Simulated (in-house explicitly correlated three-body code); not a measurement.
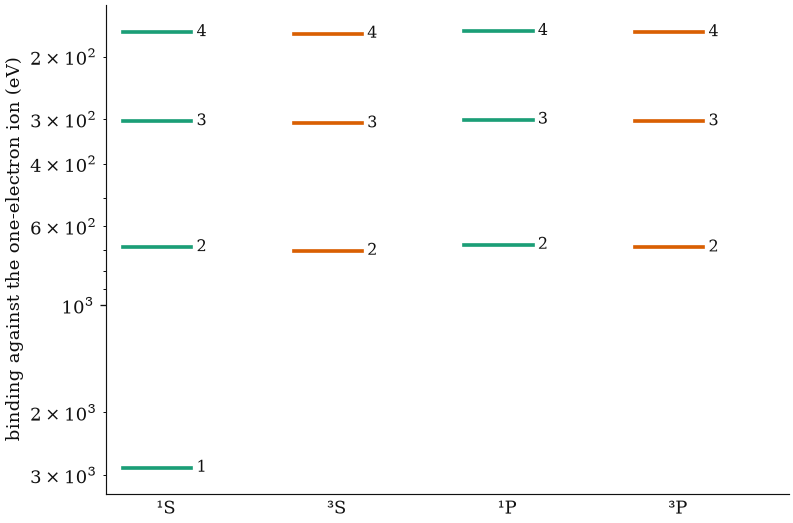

Two electrons around a point charge Z = 15.12. Computed variationally in 260 exponentially correlated functions with an in-house code, non-relativistic, converged to about 10⁻⁸ of the energy. The plot shows the bound S and P states that converged, by term and principal number n, on a logarithmic scale of binding.

**Describe the level scheme.**

The ground state is bound by 2858 eV. The n = 2 states drawn run, from the deepest, 2 ³S (701.6 eV), 2 ³P (686.8 eV), 2 ¹S (685.3 eV), 2 ¹P (674.9 eV). Exchange puts 2 ³S below 2 ¹S by 16.3 eV and 2 ³P below 2 ¹P by 11.8 eV. Quantum defects n − (Z − 1)/√(2 E(binding)): 2 ³S 0.034, 2 ³P 0.013, 2 ¹S 0.010, 2 ¹P −0.005.
